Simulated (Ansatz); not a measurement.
Bands of a (7,7) germanium nanotube, along its axis.

Levels: PBE (plane waves to 420 eV, PAW; Ansatz, an electronic-structure program); PBE with spin-orbit coupling (Ansatz). Unmarked values and the geometry are of the first. Mesh 1×1×18. No spin polarisation. Isolated but for its images some 11 Å away. A hypothetical model, rolled from the flat sheet. It keeps the symmetry and period of its start, so it need not be a minimum against all distortions. Values not marked SOC lack spin–orbit coupling.

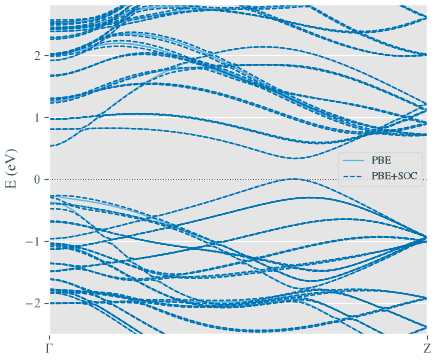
Bands from the zone centre to the zone edge (period 4.04 Å); the dotted line marks the highest filled level of each set

Question: Is it a metal or a semiconductor at this level? Give what the bands show.

Answer: A semiconductor in PBE.
```
Item                                                       Result
----------------------------  -----------------------------------
PBE gap                       0.33 eV, direct at k = 0.323 × 2π/c
PBE+SOC gap at this geometry                              0.33 eV
```
